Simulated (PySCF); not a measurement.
# GeTe (SMILES [Ge][Te]) at BLYP/def2-TZVP (core potential)

Aim: the vertical ionisation energy of GeTe at BLYP/def2-TZVP (core potential), from 2 runs. The job is set up through a Python script.

The results are computed with PySCF 2.14.0.

1 further run of the same task is left out (set aside as unsound or not needed).

**1. Starting point**

GeTe has 2 atoms, charge 0, and is taken as a singlet. As SMILES, `[Ge][Te]`. The bond length is the measured one.

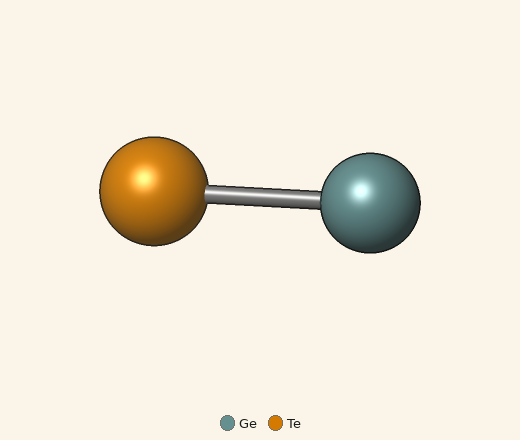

The structure, seen from a chosen angle (germanium teal, tellurium orange).

**2. A single-point energy at BLYP/def2-TZVP (core potential)**

Input file input.py:

```python
from pyscf import gto, dft

mol = gto.M(
    atom=[
    ('Ge', (0.000000, 0.000000, 0.000000)),
    ('Te', (0.000000, 0.000000, 2.340165)),
],
    ecp={'Te': 'def2-svp'},
    charge=0,
    verbose=4,
    spin=0,
    basis='def2-tzvp',
    max_memory=1860,
)

ks = dft.RKS(mol, xc='blyp')
ks.grids.level = 5
ks.conv_tol = 1e-10
ks.kernel()
if not ks.converged:
    ks = ks.newton().run(ks.mo_coeff, ks.mo_occ)

etot = ks.e_tot
print('E(%s) = %.9f' % ('BLYP', etot))
```

Run with:

```bash
$ OMP_NUM_THREADS=1 python input.py
```

What it wrote:

```text
PySCF version 2.14.0

[INPUT] num. atoms = 2
[INPUT] num. electrons = 56
[INPUT] charge = 0
[INPUT] spin (= nelec alpha-beta = 2S) = 0
[INPUT] symmetry False subgroup None
[INPUT] Mole.unit = angstrom
[INPUT] Symbol           X                Y                Z      unit          X                Y                Z       unit  Magmom
[INPUT]  1 Ge     0.000000000000   0.000000000000   0.000000000000 AA    0.000000000000   0.000000000000   0.000000000000 Bohr   0.0
[INPUT]  2 Te     0.000000000000   0.000000000000   2.340165000000 AA    0.000000000000   0.000000000000   4.422270936293 Bohr   0.0

nuclear repulsion = 173.666428643519
number of shells = 32
number of NR pGTOs = 192
number of NR cGTOs = 98
basis = def2-tzvp
ecp = {'Te': 'def2-svp'}

[... 63 lines left out ...]
converged SCF energy = -2345.08368211113
E(BLYP) = -2345.083682111
```

Wall time 9.6 s (1 thread of Arm Neoverse V2, shared host); peak memory 0.47 GiB.

**3. The doublet cation at the same level**

Input file calc.py:

```python
from pyscf import gto, dft

mol = gto.M(
    atom=[
    ('Ge', (0.000000, 0.000000, 0.000000)),
    ('Te', (0.000000, 0.000000, 2.340165)),
],
    charge=1,
    spin=1,
    basis='def2-tzvp',
    ecp={'Te': 'def2-svp'},
    verbose=4,
    max_memory=1860,
)

ks = dft.UKS(mol, xc='blyp')
ks.grids.level = 5
ks.conv_tol = 1e-10
ks.kernel()
if not ks.converged:
    ks = ks.newton().run(ks.mo_coeff, ks.mo_occ)

etot = ks.e_tot
print('E(%s) = %.9f' % ('BLYP', etot))
```

Run with:

```bash
$ OMP_NUM_THREADS=1 python calc.py
```

What it wrote:

```text
PySCF version 2.14.0

[INPUT] num. atoms = 2
[INPUT] num. electrons = 55
[INPUT] charge = 1
[INPUT] spin (= nelec alpha-beta = 2S) = 1
[INPUT] symmetry False subgroup None
[INPUT] Mole.unit = angstrom
[INPUT] Symbol           X                Y                Z      unit          X                Y                Z       unit  Magmom
[INPUT]  1 Ge     0.000000000000   0.000000000000   0.000000000000 AA    0.000000000000   0.000000000000   0.000000000000 Bohr   0.0
[INPUT]  2 Te     0.000000000000   0.000000000000   2.340165000000 AA    0.000000000000   0.000000000000   4.422270936293 Bohr   0.0

nuclear repulsion = 173.666428643519
number of shells = 32
number of NR pGTOs = 192
number of NR cGTOs = 98
basis = def2-tzvp
ecp = {'Te': 'def2-svp'}

[... 51 lines left out ...]
[... the frontier-level lines of each cycle are left out ...]
[... 8 lines left out ...]
[... 19 lines left out ...]
[... 8 lines left out ...]
[... 11 lines left out ...]
[... 8 lines left out ...]
[... 11 lines left out ...]
[... 8 lines left out ...]
[... 4 lines left out ...]


cycle= 18 E= -2344.75268327862  delta_E= -2.22e-08  |g|= 4.62e-05  |ddm|= 0.000371



cycle= 19 E= -2344.75268327986  delta_E= -1.24e-09  |g|= 6.42e-06  |ddm|= 8.07e-05



cycle= 20 E= -2344.7526832799  delta_E= -3.55e-11  |g|= 2.58e-06  |ddm|= 1.8e-05



Extra cycle  E= -2344.75268327985  delta_E= 4.82e-11  |g|= 8.16e-06  |ddm|= 5.54e-05
converged SCF energy = -2344.75268327985  <S^2> = 0.75236218  2S+1 = 2.0023608
E(BLYP) = -2344.752683280
```

Wall time 23 s (1 thread of Arm Neoverse V2, shared host); peak memory 0.48 GiB.

**4. What came out**

At BLYP/def2-TZVP (core potential):

| quantity | value |
| --- | --- |
| singlet GeTe: total energy | -2345.08368 Eh |
| singlet GeTe: dipole moment | 1.05 D |
| singlet GeTe: HOMO energy | -5.97 eV |
| singlet GeTe: LUMO energy | -3.10 eV |
| singlet GeTe: HOMO–LUMO gap | 2.87 eV |
| doublet cation: total energy | -2344.75268 Eh |
| doublet cation: HOMO energy (highest over α and β) | -12.11 eV |
| doublet cation: LUMO energy (lowest over α and β) | -12.09 eV |
| doublet cation: ⟨S²⟩ | 0.752 |
| vertical ionisation energy (to the doublet cation) | 9.007 eV |

What this shows: Removing an electron at fixed nuclei costs 9.01 eV (208 kcal/mol). The negative HOMO energy of the first species, 5.97 eV, lies 3.04 eV below that difference.
